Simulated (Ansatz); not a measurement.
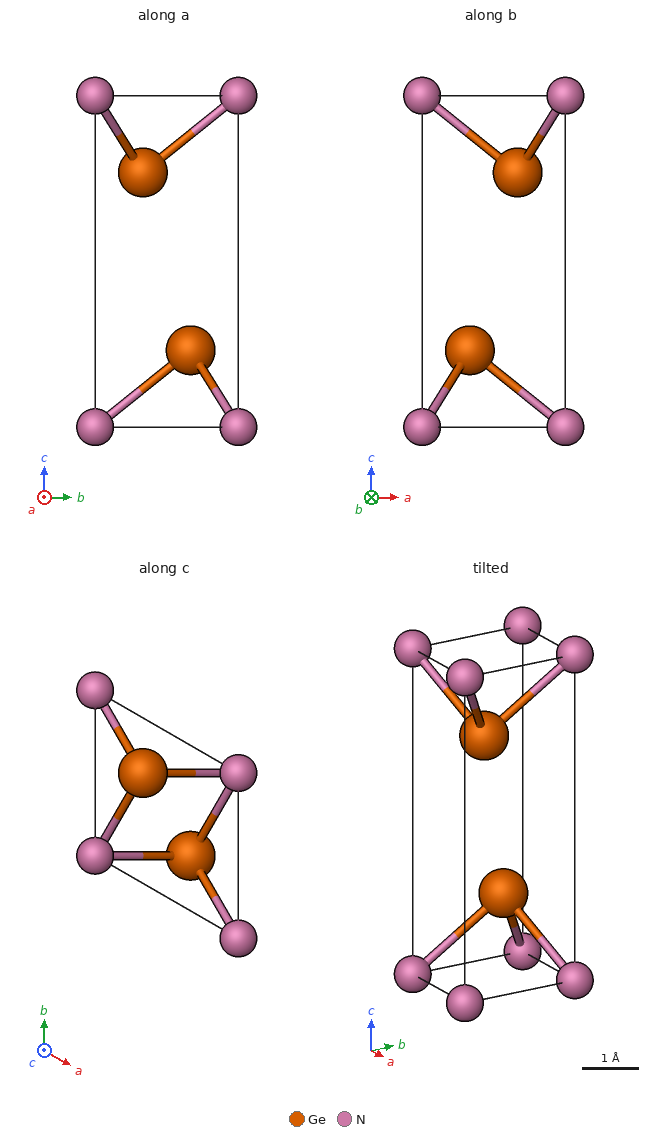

The figure gives a ball-and-stick picture of the atoms, viewed along the a axis, along the b axis, along the c axis and slightly off an axis. Lines trace the edges of the conventional unit cell.

Lattice parameters: a = 2.987 Å, b = 2.987 Å, c = 5.984 Å, α = 90.00°, β = 90.00°, γ = 120.00°. Put a along x and b in the xy plane.

Turn the picture into a POSCAR file, with free fractional coordinates to two decimals.

Answer.
```
Ge N
1.0
     2.987    0.000    0.000
    -1.494    2.587    0.000
     0.000    0.000    5.984
Ge N
2 1
Direct
  0.3333 0.6667 0.23
  0.6667 0.3333 0.77
  0.00 0.00 0.00
```

Its origin is a structure type filled with these elements by a generator (whether the compound takes this form wasn't checked). What is shown is the relaxed result from DFT PBE, scalar-relativistic, plane waves, PAW (Ansatz 0.2.0).
